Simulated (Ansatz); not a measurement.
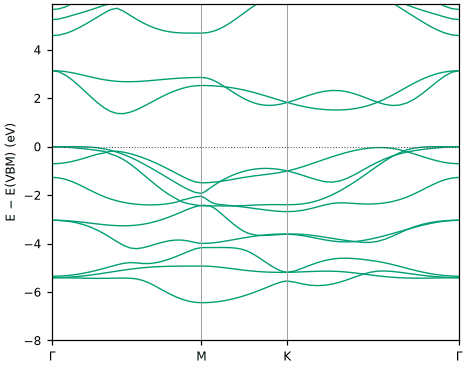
Figure: Band structure from plane-wave PAW LDA (Ansatz code)

Read off the gap and where the band edges lie.

About 1.4 eV (1.36 eV by a search for the band edges); maximum on the K–Γ line, 88 % of the way from K, minimum on the Γ–M line, 46 % of the way from Γ.

The material is monolayer PtSe$_{2}$ (1T, P-3m1 in the vacuum cell, 3 atoms).

A layer that has been made, often on a substrate. Symmetry was held in the LDA relaxation; whether a distortion lowers the energy is not shown. No spin polarisation was allowed. Scalar-relativistic: spin–orbit coupling is off unless named, which matters more the heavier the elements.

Potentials: the later of the program's two PAW sets.
